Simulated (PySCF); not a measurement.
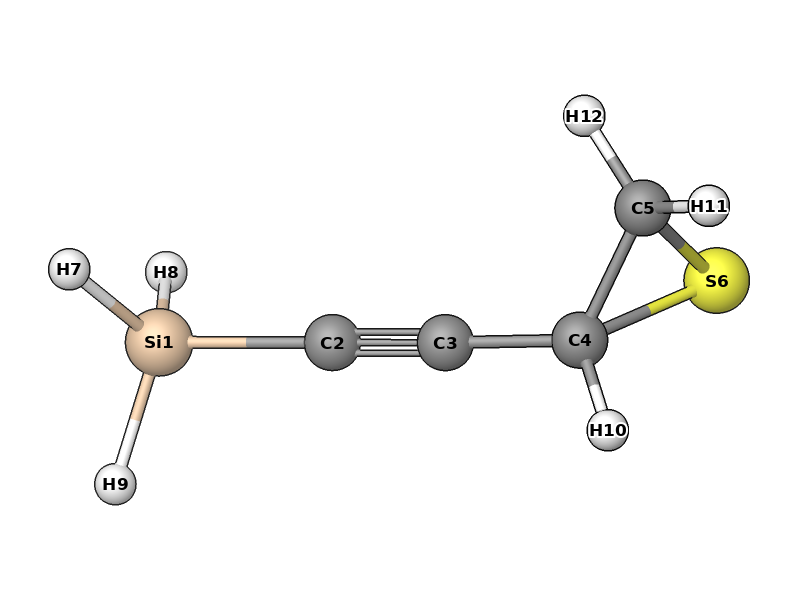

Computed geometry: GFN2-xTB optimisation. No frequency run is at hand to confirm it as a minimum. Properties computed with delta-SCF UKS SCAN, pcX-2 on the ionised atom, pcseg-1 elsewhere, spin-free X2C (PySCF 2.14.0).

Give the core-electron binding energies (to vacuum; p and d levels without spin–orbit splitting) of Si1 1s, Si1 2p, C2 1s, C3 1s, C4 1s, C5 1s, S6 1s, S6 2p.

```csv
atom,level,binding energy (eV)
Si1,1s,1846.9
Si1,2p,107.3
C2,1s,289.7
C3,1s,290.4
C4,1s,292.3
C5,1s,291.7
S6,1s,2476.8
S6,2p,169.5
```

The geometry is semi-empirical. Around Si such bond lengths and angles can be off by a tenth of an ångström or more and by several degrees, and values that hang on the shape move with them.
